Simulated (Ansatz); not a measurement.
# Calculations on C$_{2}$H$_{9}$NOSi$_{2}$

## 1. Relaxation

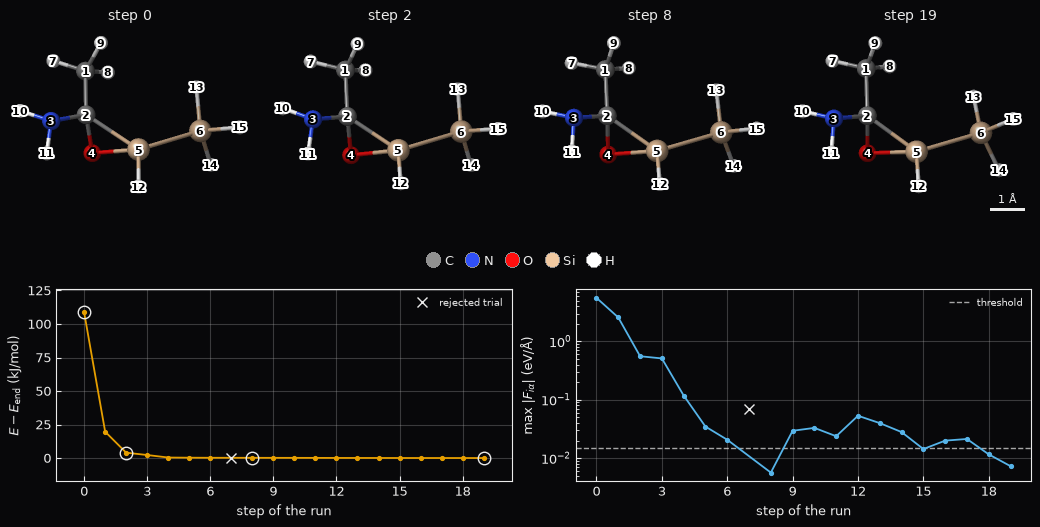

Frames of a relaxation of C2H9NOSi2, marked on the history of the run. The picture is a ball-and-stick view, seen from a free direction.

The run prepares an end point of a later path (torsion) calculation, from a guessed geometry.

These are results of Ansatz 0.2.0, RKS BHLYP-D4/STO-3G, not measurements.

Input file:
```yaml
crystal:
  periodic: [false, false, false]
  atoms:
    - { symbol: C, position_ang: [0.1515, -0.5938, 1.589] }
    - { symbol: C, position_ang: [0.7477, -0.6451, 0.2314] }
    - { symbol: "N", position_ang: [2.0922, -1.1603, 0.1592] }
    - { symbol: O, position_ang: [-0.008, -1.1338, -0.7987] }
    - { symbol: Si, position_ang: [0.1372, 0.4501, -1.1664] }
    - { symbol: Si, position_ang: [-1.7682, 1.6593, -0.9087] }
    - { symbol: H, position_ang: [0.3263, -1.4554, 2.1618] }
    - { symbol: H, position_ang: [-0.947, -0.422, 1.5212] }
    - { symbol: H, position_ang: [0.512, 0.3159, 2.1831] }
    - { symbol: H, position_ang: [2.1853, -2.0263, 0.7349] }
    - { symbol: H, position_ang: [2.3246, -1.4548, -0.7625] }
    - { symbol: H, position_ang: [0.9752, 0.5592, -2.3721] }
    - { symbol: H, position_ang: [-2.3303, 1.6228, 0.4739] }
    - { symbol: H, position_ang: [-2.8772, 1.1698, -1.7884] }
    - { symbol: H, position_ang: [-1.5433, 3.0636, -1.2285] }
basis:
  gaussian: { orbitals: STO-3G }
hamiltonian:
  xc: { name: BHLYP }
  dispersion: d4
relax:
  f_tol: 0.015
  max_steps: 40
```

Launched with:
```bash
ansatz run input.yaml --threads 1 --pin off --max-ram 2048MiB --backend cpu --events-out ev --progress --plain --runs-dir out
```

What happens along the run?

After 18 accepted moves (19 points after the start) the energy has fallen by 108.6 kJ/mol. Largest force component: 5.6 eV/Å at the start, 0.0073 eV/Å at the end. The line search rejected the trial step at point 7 of the run. The forces were under the threshold at step 8, but the run went on from there. The largest move after the best rigid fit is that of H14, 0.43 Å. By element the largest moves are H 0.43 Å, O 0.31 Å, Si 0.23 Å, N 0.14 Å, C 0.09 Å. Some distances before and after: C2–O4 1.368 → 1.475 Å, O4–Si5 1.632 → 1.731 Å, Si6–H14 1.498 → 1.432 Å, Si6–H13 1.493 → 1.431 Å. Among the angles between lasting bonds that change: C2–O4–Si5 76.9° → 68.5°, H8–C1–H9 102.7° → 108.8°, N3–C2–O4 110.5° → 116.1°. From step 0 to 2: O4 moves most (0.22 Å), energy −104.7 kJ/mol. From step 2 to 8: H11 moves most (0.18 Å), energy −3.81 kJ/mol. From step 8 to 19: H13 moves most (0.33 Å), energy −0.16 kJ/mol.

```json
{"step": "0", "E − E(0), kJ/mol": "0.00", "largest force component, eV/Å": "5.5734", "note": ""}
{"step": "1", "E − E(0), kJ/mol": "-88.99", "largest force component, eV/Å": "2.5703", "note": ""}
{"step": "2", "E − E(0), kJ/mol": "-104.65", "largest force component, eV/Å": "0.5567", "note": ""}
{"step": "3", "E − E(0), kJ/mol": "-106.38", "largest force component, eV/Å": "0.5104", "note": ""}
{"step": "4", "E − E(0), kJ/mol": "-108.26", "largest force component, eV/Å": "0.1181", "note": ""}
{"step": "5", "E − E(0), kJ/mol": "-108.38", "largest force component, eV/Å": "0.0347", "note": ""}
{"step": "6", "E − E(0), kJ/mol": "-108.44", "largest force component, eV/Å": "0.0206", "note": ""}
{"step": "7", "E − E(0), kJ/mol": "-108.44", "largest force component, eV/Å": "0.0701", "note": "rejected"}
{"step": "8", "E − E(0), kJ/mol": "-108.47", "largest force component, eV/Å": "0.0056", "note": ""}
{"step": "9", "E − E(0), kJ/mol": "-108.49", "largest force component, eV/Å": "0.0294", "note": ""}
{"step": "10", "E − E(0), kJ/mol": "-108.50", "largest force component, eV/Å": "0.0329", "note": ""}
{"step": "11", "E − E(0), kJ/mol": "-108.52", "largest force component, eV/Å": "0.0237", "note": ""}
{"step": "12", "E − E(0), kJ/mol": "-108.56", "largest force component, eV/Å": "0.0532", "note": ""}
{"step": "13", "E − E(0), kJ/mol": "-108.57", "largest force component, eV/Å": "0.0397", "note": ""}
{"step": "14", "E − E(0), kJ/mol": "-108.59", "largest force component, eV/Å": "0.0279", "note": ""}
{"step": "15", "E − E(0), kJ/mol": "-108.60", "largest force component, eV/Å": "0.0143", "note": ""}
{"step": "16", "E − E(0), kJ/mol": "-108.61", "largest force component, eV/Å": "0.0199", "note": ""}
{"step": "17", "E − E(0), kJ/mol": "-108.62", "largest force component, eV/Å": "0.0213", "note": ""}
{"step": "18", "E − E(0), kJ/mol": "-108.63", "largest force component, eV/Å": "0.0116", "note": ""}
{"step": "19", "E − E(0), kJ/mol": "-108.63", "largest force component, eV/Å": "0.0073", "note": ""}
```

Limits of the set-up: STO-3G is a minimal basis, so the numbers are rough.

## 2. Relaxation

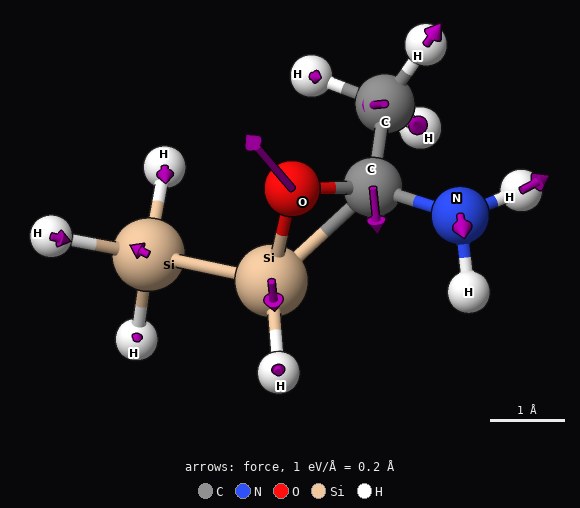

Starting geometry of C₂H₉NOSi₂ with the computed forces as purple arrows. A ball-and-stick model, seen at a tilt.

The run prepares an end point of a later path (torsion) calculation, from a guessed geometry.

These are results of RKS BHLYP-D4/STO-3G (Ansatz), not measurements. Set-up: no spin polarisation; force threshold 0.015 eV/Å; at most 40 steps.

Is this structure relaxed? If not, where do the atoms go?

Answer. It isn't relaxed: the largest force vector, on the O atom, is 6.90 eV/Å. The final displacements have little in common with the starting forces (cosine between the two patterns 0.10). After 21 accepted moves (24 points after the start) the energy has fallen by 107.7 kJ/mol. The largest force component goes from 5.6 to 0.0097 eV/Å. The line search rejected the trial steps at points 4, 12, 13 of the run. The forces were under the threshold at step 14, but the run went on from there. An H atom moves most after the best rigid fit: 0.81 Å. Largest moves by element: H 0.81 Å, O 0.19 Å, N 0.16 Å, Si 0.13 Å, C 0.10 Å. Some distances before and after: O–Si 1.632 → 1.733 Å, C–O 1.368 → 1.463 Å, H–Si 1.498 → 1.433 Å, C–C 1.484 → 1.545 Å. Bond angles that change, for instance: C–O–Si 76.9° → 69.2°, N–C–Si 118.3° → 124.6°, C–C–N 115.7° → 109.6°. Groups turn about C–N by about 45°.

Limits of the set-up: STO-3G is a minimal basis, so the numbers are rough.

## 3. Path

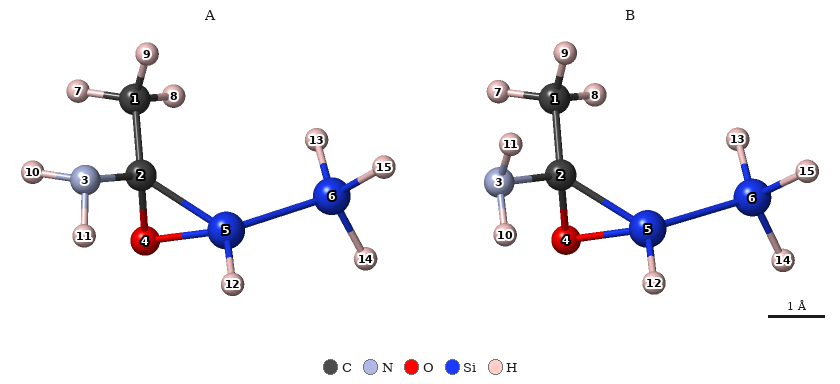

The two relaxed end points of a path for C2H9NOSi2. A ball-and-stick model, seen at a tilt.

Theory: RKS BHLYP-D4/STO-3G in Ansatz 0.2.0.

Input file:
```yaml
crystal:
  periodic: [false, false, false]
  atoms:
    - { symbol: C, position_ang: [0.18054, -0.536445, 1.649318] }
    - { symbol: C, position_ang: [0.697503, -0.635434, 0.200761] }
    - { symbol: "N", position_ang: [2.132233, -1.031398, 0.192041] }
    - { symbol: O, position_ang: [-0.183884, -1.371472, -0.72522] }
    - { symbol: Si, position_ang: [-0.029303, 0.291411, -1.181965] }
    - { symbol: Si, position_ang: [-1.795212, 1.650431, -0.962374] }
    - { symbol: H, position_ang: [0.318506, -1.487297, 2.170842] }
    - { symbol: H, position_ang: [-0.882144, -0.288797, 1.668417] }
    - { symbol: H, position_ang: [0.730709, 0.233479, 2.193995] }
    - { symbol: H, position_ang: [2.191081, -1.947592, 0.695998] }
    - { symbol: H, position_ang: [2.370337, -1.279837, -0.795642] }
    - { symbol: H, position_ang: [0.80589, 0.480796, -2.333432] }
    - { symbol: H, position_ang: [-2.483923, 1.381291, 0.263104] }
    - { symbol: H, position_ang: [-2.709452, 1.473735, -2.05068] }
    - { symbol: H, position_ang: [-1.364881, 3.016329, -0.955963] }
basis:
  gaussian: { orbitals: STO-3G }
hamiltonian:
  xc: { name: BHLYP }
  dispersion: d4
neb:
  order_check: false
  images: 5
  f_tol: 0.05
  max_iterations: 60
  initial_path: idpp
  final_atoms:
    - { symbol: C, position_ang: [0.16871719, -0.56673332, 1.68441623] }
    - { symbol: C, position_ang: [0.62456837, -0.7767066, 0.22309471] }
    - { symbol: "N", position_ang: [1.96467784, -1.43858745, 0.20569504] }
    - { symbol: O, position_ang: [-0.34490239, -1.44780084, -0.64300453] }
    - { symbol: Si, position_ang: [-0.07824509, 0.18300946, -1.16654964] }
    - { symbol: Si, position_ang: [-1.75846827, 1.6512103, -0.98747745] }
    - { symbol: H, position_ang: [0.21644084, -1.51182284, 2.2296232] }
    - { symbol: H, position_ang: [-0.85611228, -0.19307775, 1.72121642] }
    - { symbol: H, position_ang: [0.81776847, 0.15328641, 2.18850518] }
    - { symbol: H, position_ang: [2.23239942, -1.56790991, -0.79707619] }
    - { symbol: H, position_ang: [2.65279237, -0.73689626, 0.56512052] }
    - { symbol: H, position_ang: [0.72714659, 0.24648602, -2.35289956] }
    - { symbol: H, position_ang: [-2.39814381, 1.52552054, 0.28700347] }
    - { symbol: H, position_ang: [-2.73572577, 1.44294451, -2.01423927] }
    - { symbol: H, position_ang: [-1.25491349, 2.98627772, -1.11422813] }
```

Run as
```bash
ansatz run input.yaml --threads 1 --pin off --max-ram 2048MiB --backend cpu --events-out ev --progress --plain --runs-dir out
```

Predict the minimum-energy path and its barrier.

Answer. Forward barrier 16.4 kJ/mol, backward barrier 3.4 kJ/mol, with image 4 at the top; the reaction energy is +12.9 kJ/mol. The motion is a rotation about the C2–N3 bond by about 125°. No bond forms or breaks between the ends. Among the angles between lasting bonds that change up to the highest image: N3–C2–O4 116.1° → 112.7°, N3–C2–Si5 121.1° → 123.7°. The band converged in 5 iterations, with a climbing image at the top. At the top, the vibrational analysis gives one imaginary mode (207i cm⁻¹), as a transition state must have.

Energies of the converged images:

| image | path (Å) | E (kJ/mol) |
| --- | --- | --- |
| 0 | 0.00 | 0.0 |
| 1 | 0.43 | 2.5 |
| 2 | 0.85 | 8.8 |
| 3 | 1.28 | 14.5 |
| 4 | 1.71 | 16.4 |
| 5 | 2.23 | 14.5 |
| 6 | 2.75 | 12.9 |

The geometry at the top of the path:

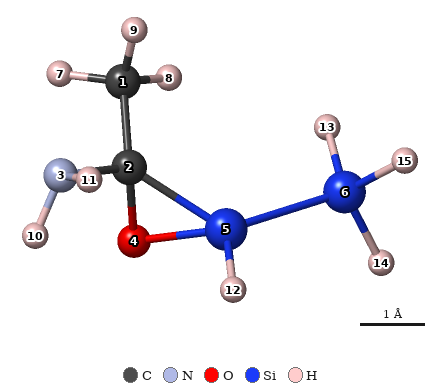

Limits of the set-up: STO-3G is a minimal basis, so the numbers are rough.

Cost: 70 s on 1 thread of Intel(R) Xeon(R) 6975P-C (Granite Rapids), with other jobs on the host, peak memory 0.17 GiB.
